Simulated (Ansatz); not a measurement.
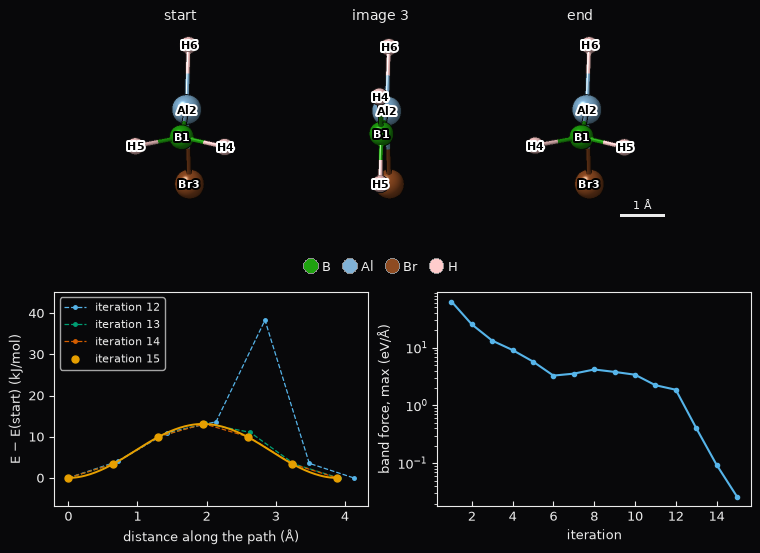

A nudged-elastic-band calculation for AlBH3Br. Images are numbered from 0 (start) to 6 (end). The plot follows the band through its iterations. Style: ball-and-stick. Shown from a free direction.

Theory: RKS PBE/def2-SVP in Ansatz 0.2.0.

Input
```yaml
crystal:
  periodic: [false, false, false]
  atoms:
    - { symbol: B, position_ang: [-0.736147, 0.276309, -0.874964] }
    - { symbol: Al, position_ang: [0.51827, 0.018737, 0.810588] }
    - { symbol: Br, position_ang: [1.682767, -1.955952, 0.810681] }
    - { symbol: H, position_ang: [-1.890566, -0.116636, -0.898304] }
    - { symbol: H, position_ang: [-0.342921, 0.791526, -1.908232] }
    - { symbol: H, position_ang: [0.768587, 0.986026, 2.060241] }
basis:
  gaussian: { orbitals: def2-SVP }
hamiltonian:
  xc: pbe
neb:
  order_check: false
  images: 5
  f_tol: 0.03
  max_iterations: 60
  final_atoms:
    - { symbol: B, position_ang: [-0.7361402, 0.27633798, -0.87526631] }
    - { symbol: Al, position_ang: [0.51886886, 0.01730367, 0.80954317] }
    - { symbol: Br, position_ang: [1.68819746, -1.95449133, 0.81044422] }
    - { symbol: H, position_ang: [-0.34693495, 0.79927048, -1.90617366] }
    - { symbol: H, position_ang: [-1.88856965, -0.12241248, -0.89953877] }
    - { symbol: H, position_ang: [0.76456848, 0.98400168, 2.06100134] }
  initial_path:
    images:
      - { positions_ang: [[-0.736147, 0.276309, -0.874964], [0.51827, 0.018737, 0.810588], [1.682767, -1.955952, 0.810681], [-1.890566, -0.116636, -0.898304], [-0.342921, 0.791526, -1.908232], [0.768587, 0.986026, 2.060241]] }
      - { positions_ang: [[-0.74119177, 0.28453398, -0.87967417], [0.51595653, -0.01369737, 0.77720622], [1.71928851, -1.94473919, 0.87683777], [-1.889084, -0.08508957, -0.89268087], [-0.36280551, 0.81086921, -1.89529389], [0.75782624, 0.94813294, 2.01361495]] }
      - { positions_ang: [[-0.74623654, 0.29275895, -0.88438435], [0.51364305, -0.04613174, 0.74382443], [1.75581001, -1.93352638, 0.94299454], [-1.88760199, -0.05354314, -0.88705774], [-0.38269002, 0.83021242, -1.88235578], [0.74706548, 0.91023989, 1.9669889]] }
      - { positions_ang: [[-0.7512813, 0.30098393, -0.88909452], [0.51132958, -0.07856611, 0.71044265], [1.79233152, -1.92231358, 1.00915131], [-1.88611999, -0.02199671, -0.88143462], [-0.40257453, 0.84955564, -1.86941767], [0.73630472, 0.87234683, 1.92036286]] }
      - { positions_ang: [[-0.74623427, 0.29276861, -0.88448512], [0.51384267, -0.04660952, 0.74347616], [1.75762017, -1.93303949, 0.94291561], [-1.37305831, 0.25175902, -1.2230143], [-0.89790623, 0.52556626, -1.54612471], [0.74572598, 0.90956511, 1.96724235]] }
      - { positions_ang: [[-0.74118724, 0.2845533, -0.87987571], [0.51635576, -0.01465292, 0.77650967], [1.72290882, -1.94376541, 0.87667992], [-0.85999663, 0.52551475, -1.56459398], [-1.39323794, 0.20157689, -1.22283174], [0.75514723, 0.94678339, 2.01412185]] }
      - { positions_ang: [[-0.7361402, 0.27633798, -0.87526631], [0.51886886, 0.01730367, 0.80954317], [1.68819746, -1.95449133, 0.81044422], [-0.34693495, 0.79927048, -1.90617366], [-1.88856965, -0.12241248, -0.89953877], [0.76456848, 0.98400168, 2.06100134]] }
```

Launched with:
```bash
ansatz run input.yaml --threads 1 --pin off --max-ram 2048MiB --backend cpu --events-out ev --progress --plain --runs-dir out
```

> Judge this run.

The result is final at these settings. The band converged in 15 iterations. The largest component of the band force went from 63 to 0.026 eV/Å. The climbing image converged on the top of the path. Its vibrational analysis gives one imaginary mode (185i cm⁻¹), as a transition state must have. The first iteration put the highest image at 1794.6 kJ/mol. The barrier is about 13.1 kJ/mol in both directions, with image 3 at the top; the ends have the same energy.
